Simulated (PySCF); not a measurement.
# GaH3 (SMILES [H][Ga]([H])[H]): levels of theory compared

Aim: a comparison of 6 runs (B3LYP/LANL2DZ, M06-2X/LANL2DZ, UPBE0/LANL2DZ, wB97X-V/LANL2DZ, UMP2/LANL2DZ, CISD/LANL2DZ) of GaH3. The job is set up through a Python script.

The calculation is run with PySCF 2.14.0.

2 further runs of the same task are left out: 2 set aside as unsound or not needed.

### 1 Starting point

GaH3 has 4 atoms, charge 0, and is taken as a singlet. SMILES: `[H][Ga]([H])[H]`. The Ga1–H4 distance was set to 2.350 Å, away from the relaxed value. At this shape a bond of the SMILES string is far longer than usual.

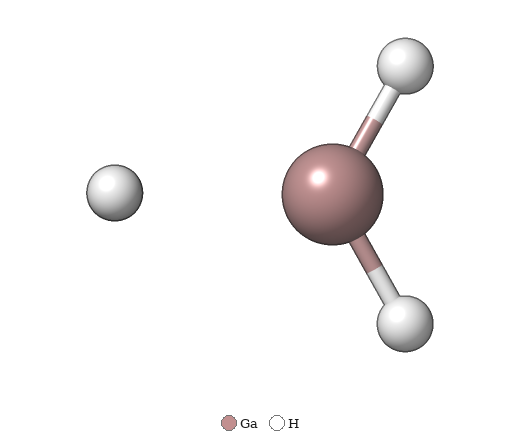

Viewed from a chosen angle; gallium pink, hydrogen white.

### 2 The energy at B3LYP/LANL2DZ (core potential) (run 1)

job.py

```python
from pyscf import gto, dft

molecule = gto.Mole()
molecule.atom = '''
Ga     0.763141     1.268180    -0.000123
H      3.722925     1.213000     0.022724
H     -0.668629     3.858900    -0.037728
H     -1.527107    -2.535880     0.007502
'''
molecule.ecp = {'Ga': 'lanl2dz'}
molecule.max_memory = 1860
molecule.basis = 'lanl2dz'
molecule.unit = 'bohr'
molecule.spin = 0
molecule.verbose = 3
molecule.build()

mf = dft.RKS(molecule, xc='b3lyp')
mf.conv_tol = 1e-10
mf.grids.level = 5
mf.kernel()
if not mf.converged:
    mf = mf.newton().run(mf.mo_coeff, mf.mo_occ)

energy = mf.e_tot
print('E = %.10f Eh' % energy)
```

Started as:

```sh
$ OMP_NUM_THREADS=1 python job.py
```

Log:

```text
converged SCF energy = -3.76392936011408
E = -3.7639293601 Eh
```

Wall time 2.3 s (1 thread of Arm Neoverse N1, shared host); peak memory 0.16 GiB.

### 3 The energy at M06-2X/LANL2DZ (core potential) (run 2)

run.py

```python
from pyscf import gto, dft

system = gto.Mole()
system.atom = [
    ('Ga', (0.403837, 0.671092, -0.000065)),
    ('H', (1.970087, 0.641892, 0.012025)),
    ('H', (-0.353823, 2.042042, -0.019965)),
    ('H', (-0.808110, -1.341930, 0.003970)),
]
system.max_memory = 1860
system.verbose = 4
system.ecp = {'Ga': 'lanl2dz'}
system.basis = 'lanl2dz'
system.charge = 0
system.build()

calc0 = dft.RKS(system)
calc0.xc = 'm06-2x'
calc0.grids.level = 5
calc0.conv_tol = 1e-10
calc0.kernel()
if not calc0.converged:
    calc0 = calc0.newton().run(calc0.mo_coeff, calc0.mo_occ)

energy = calc0.e_tot
print(f'total energy: {energy:.8f} hartree')
```

Started as:

```sh
$ OMP_NUM_THREADS=1 python run.py
```

Log:

```text
PySCF version 2.14.0

[... 69 lines left out ...]
converged SCF energy = -3.72513680542821
total energy: -3.72513681 hartree
```

Wall time 2.8 s (1 thread of Arm Neoverse N1, shared host); peak memory 0.16 GiB.

Runs 3 to 5 aren't shown in full; the table further down has their settings and results.

### 4 The energy at CISD/LANL2DZ (core potential) (run 6)

calc.py

```python
from pyscf import gto, scf, ci

system = gto.M(
    atom='''
Ga   0.403837   0.671092  -0.000065
H    1.970087   0.641892   0.012025
H   -0.353823   2.042042  -0.019965
H   -0.808110  -1.341930   0.003970
''',
    max_memory=1860,
    basis='lanl2dz',
    verbose=3,
    ecp={'Ga': 'lanl2dz'},
)

myscf = scf.RHF(system)
myscf.conv_tol = 1e-10
myscf.kernel()
if not myscf.converged:
    myscf = myscf.newton().run(myscf.mo_coeff, myscf.mo_occ)

cisd = ci.CISD(myscf)
cisd.kernel()
etot = cisd.e_tot
print('Final energy', etot)
```

Started as:

```sh
$ OMP_NUM_THREADS=1 python calc.py
```

Log:

```text
converged SCF energy = -3.60007169069039
E(RCISD) = -3.671052671500413  E_corr = -0.07098098081002086
Final energy -3.6710526715004126
```

Run time: 0.88 s. Hardware: 1 thread of Arm Neoverse N1, shared host; peak memory 0.12 GiB.

### 5 The series

```csv
run,level,follow instability,nlc grid,energy (Eh),dipole moment (D) of the reference,HOMO energy (eV),LUMO energy (eV),wall time
1,B3LYP/LANL2DZ (core potential),–,–,-3.763929,1.28,-7.05,-2.28,2.3 s
2,M06-2X/LANL2DZ (core potential),–,–,-3.725137,1.27,-8.06,-1.55,2.8 s
3,UPBE0/LANL2DZ (core potential),yes,–,-3.743806,1.26,-7.24,-2.16,6.6 s
4,wB97X-V/LANL2DZ (core potential),–,1,-3.741886,1.33,-9.43,-0.23,16 s
5,UMP2/LANL2DZ (core potential),yes,–,-3.641954,0.88,-8.77,0.41,1.1 s
6,CISD/LANL2DZ (core potential),–,–,-3.671053,1.47,-9.53,0.48,0.88 s
```

### 6 Summary of results

| quantity | value |
| --- | --- |
| run 6: total energy | -3.67105 Eh |
| run 6: dipole moment (Hartree–Fock density) | 1.47 D |
| run 6: HOMO energy (Hartree–Fock orbitals) | -9.53 eV |
| run 6: LUMO energy (Hartree–Fock orbitals) | 0.48 eV |
| run 6: HOMO–LUMO gap (Hartree–Fock orbitals) | 10.01 eV |
| run 6: correlation energy | -71.0 mEh |

What this shows: Over runs 1, 2, 3, 4 the dipole moment (its size) runs from 1.26 D (UPBE0/LANL2DZ) to 1.33 D (wB97X-V/LANL2DZ). Over runs 1, 2, 3, 4 the HOMO–LUMO gap runs from 4.76 eV (B3LYP/LANL2DZ) to 9.20 eV (wB97X-V/LANL2DZ). Totals of different functionals can't be ranked against each other. Spin contamination of the reference: run 5 ⟨S²⟩ = 0.27. All runs together took 29 s, the longest 16 s.
